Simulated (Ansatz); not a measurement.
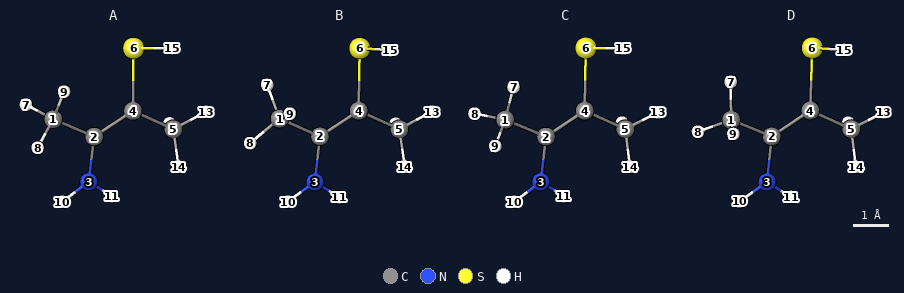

4 geometries from a converged minimum-energy path of C₄H₉NS, shuffled. Style: ball-and-stick. Shown from a free direction.

The calculation used RKS PBE-D4/6-31G in Ansatz. Settings: 7 movable images; climbing image; force threshold 0.05 eV/Å; iteration limit 31; starting path by image-dependent pair potential.

**Which frame is the transition state?**

B. In order along the path, whose images run from 0 to 8: C (image 0, 0.00 kJ/mol), D (image 2, +2.21 kJ/mol), B (image 4, +4.85 kJ/mol), A (image 7, +0.64 kJ/mol). The motion is a rotation about the C–C bond by about 120°. No bond forms or breaks between the ends.
